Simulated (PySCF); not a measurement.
**BSiH3 (SMILES B[SiH]) at UCISD/STO-3G**

What is the energy change on altering one bond length of BSiH3 at UCISD/STO-3G? Input form: a Python script.

The results are computed with PySCF 2.14.0.

13 further runs of the same task are left out: 1 that didn't finish, 12 set aside as unsound or not needed.

### 1 The structure to begin with

The species is BSiH3 (5 atoms), meant as a triplet with charge 0. SMILES: `B[SiH]`. Geometry: relaxed at GFN2-xTB.

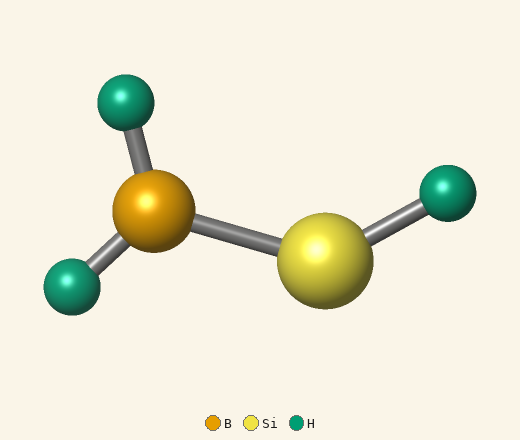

The structure, seen from a chosen angle (boron amber, silicon yellow, hydrogen teal).

### 2 The energy at UCISD/STO-3G

Input file mol.xyz:

```xyz
5
BH3Si
B     -0.206730    -0.708170     0.126670
Si     0.760780     0.829450    -0.350440
H     -1.303690    -0.620750     0.549520
H      0.263590    -1.779740     0.010050
H      0.486040     2.279200    -0.335800
```

Input file run.py:

```python
# B[SiH]
from pyscf import gto, scf, ci

mol = gto.M(
    atom='mol.xyz',
    basis='sto-3g',
    spin=2,
    charge=0,
    max_memory=1860,
    verbose=3,
)

mf = scf.UHF(mol)
mf.conv_tol = 1e-10
mf.kernel()
if not mf.converged:
    mf = mf.newton().run(mf.mo_coeff, mf.mo_occ)

cisd = ci.CISD(mf, frozen=6)
cisd.kernel()
energy = cisd.e_tot
print('Final energy', energy)
```

On the command line:

```
$ OMP_NUM_THREADS=1 python run.py
```

Log:

```text
WARN: HOMO -0.0280457781080502 >= LUMO -0.0338678493096932

converged SCF energy = -311.594368010742  <S^2> = 2.0036859  2S+1 = 3.0024562
E(UCISD) = -311.6756100129793  E_corr = -0.08124200223690703
Final energy -311.6756100129793
```

Run time: 0.58 s. Hardware: 1 thread of Arm Neoverse V2, shared host; peak memory 0.1 GiB.

### 3 The distorted shape, same level

Input file calc.py:

```python
from pyscf import gto, ci

mol = gto.M(
    atom='''
B      1.267719    -1.470409    -0.399893
Si     3.096048     1.435272    -1.301500
H     -2.463617    -1.173047     1.038442
H      2.156495    -3.495383    -0.620272
H      2.576865     4.174902    -1.273834
''',
    unit='bohr',
    spin=2,
    basis='sto-3g',
    verbose=4,
    max_memory=1860,
)

myscf = mol.UHF()
myscf.conv_tol = 1e-10
myscf.kernel()
if not myscf.converged:
    myscf = myscf.newton().run(myscf.mo_coeff, myscf.mo_occ)

cisd = ci.CISD(myscf, frozen=6)
cisd.kernel()
e_final = cisd.e_tot
print('Final energy', e_final)
```

On the command line:

```
$ OMP_NUM_THREADS=1 python calc.py
```

Log:

```text
PySCF version 2.14.0

[INPUT] num. atoms = 5
[INPUT] num. electrons = 22
[INPUT] charge = 0
[INPUT] spin (= nelec alpha-beta = 2S) = 2
[INPUT] symmetry False subgroup None
[INPUT] Mole.unit = bohr
[INPUT] Symbol           X                Y                Z      unit          X                Y                Z       unit  Magmom
[INPUT]  1 B      0.670848004650  -0.778106933532  -0.211614262406 AA    1.267719000000  -1.470409000000  -0.399893000000 Bohr   0.0
[INPUT]  2 Si     1.638358045514   0.759513233872  -0.688724140012 AA    3.096048000000   1.435272000000  -1.301500000000 Bohr   0.0
[INPUT]  3 H     -1.303689972835  -0.620749739738   0.549519841262 AA   -2.463617000000  -1.173047000000   1.038442000000 Bohr   0.0
[INPUT]  4 H      1.141168009463  -1.849677027037  -0.328233806972 AA    2.156495000000  -3.495383000000  -0.620272000000 Bohr   0.0
[INPUT]  5 H      1.363618233617   2.209262996224  -0.674083923295 AA    2.576865000000   4.174902000000  -1.273834000000 Bohr   0.0

nuclear repulsion = 34.429568571215
number of shells = 11
number of NR pGTOs = 51
number of NR cGTOs = 17
basis = sto-3g
ecp = {}

[... 20 lines left out ...]
WARN: HOMO -0.0275285882083834 >= LUMO -0.058829785604487
[... 62 lines left out ...]
converged SCF energy = -311.437447537167  <S^2> = 2.5893626  2S+1 = 3.3700816
[... 1 line left out ...]
******** <class 'pyscf.ci.ucisd.UCISD'> ********
CISD nocc = (np.int64(6), np.int64(4)), nmo = (11, 11)
frozen orbitals 6
max_cycle = 50
direct = 0
conv_tol = 1e-09
max_cycle = 50
max_space = 12
lindep = 0
nroots = 1
Init t2, MP2 energy = -0.0521462295588964
UCISD converged
E(UCISD) = -311.5257892873543  E_corr = -0.08834175018697693
Final energy -311.52578928735426
```

Wall time 0.68 s (1 thread of Arm Neoverse V2, shared host); peak memory 0.12 GiB.

### 4 What came out

Level: UCISD/STO-3G, 6 core orbitals frozen.

| quantity | value |
| --- | --- |
| first shape: total energy | -311.67561 Eh |
| first shape: dipole moment (Hartree–Fock density) | 1.18 D |
| first shape: HOMO energy (Hartree–Fock orbitals) (highest over α and β) | -5.61 eV |
| first shape: LUMO energy (Hartree–Fock orbitals) (lowest over α and β) | 5.82 eV |
| first shape: correlation energy (6 core orbitals frozen) | -81.2 mEh |
| first shape: ⟨S²⟩ of the reference determinant | 2.004 |
| distorted shape: total energy | -311.52579 Eh |
| distorted shape: dipole moment (Hartree–Fock density) | 1.11 D |
| distorted shape: HOMO energy (Hartree–Fock orbitals) (highest over α and β) | -5.53 eV |
| distorted shape: LUMO energy (Hartree–Fock orbitals) (lowest over α and β) | 5.57 eV |
| distorted shape: correlation energy (6 core orbitals frozen) | -88.3 mEh |
| distorted shape: ⟨S²⟩ of the reference determinant | 2.589 |
| energy change with the B1–H3 bond stretched from 1.179 to 2.122 Å | 4.077 eV |

In words: With the B1–H3 bond stretched from 1.179 to 2.122 Å the energy rises by 4.08 eV (393 kJ/mol). The first shape isn't relaxed at this level, so the change isn't measured from a minimum. The minimal basis adds a large error of its own. ⟨S²⟩ (distorted shape) is 2.59 where a pure triplet has 2.00: the reference is spin-contaminated.
